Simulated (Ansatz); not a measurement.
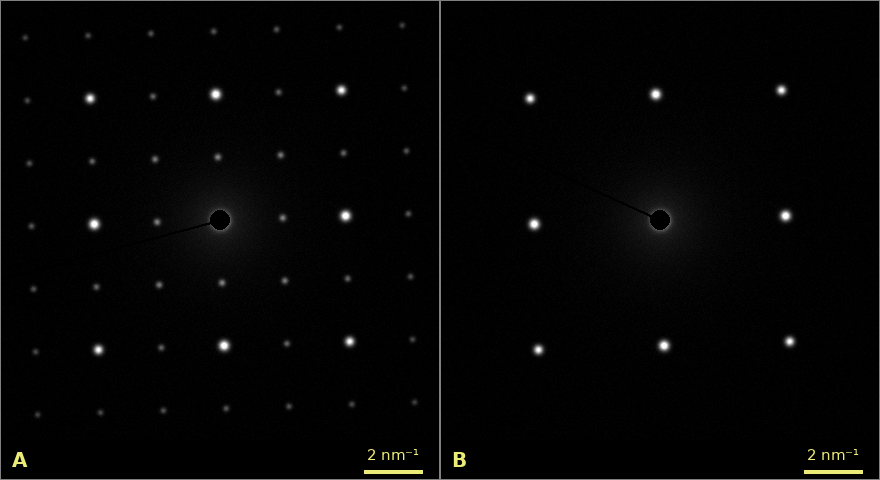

Two kinematic electron diffraction simulations (200 kV, B = 0.5 Å²) along [001] of CoPb₃, space group Pm-3m (No. 221), a = 4.61 Å. In one, Pb and Co are ordered as in the structure; in the other they share their sites at random (average scattering factor, positions unchanged, diffuse scattering left out). Structure: the geometry relaxed with Ansatz 0.2.0, DFT PBEsol, scalar-relativistic, plane waves, PAW; the starting structure was generated, so it need not be a known form of this composition.

**Which pattern belongs to the ordered crystal, and which reflections tell?**

A is ordered. It has superlattice reflections such as 0 1 0, 1 0 0, 1 -1 0, 1 1 0 (d = 4.61 Å for the first), whose structure factor is proportional to f(Pb) − f(Co); they vanish when the two elements are mixed, because the mixed crystal has a smaller primitive cell, and only the fundamental reflections remain.
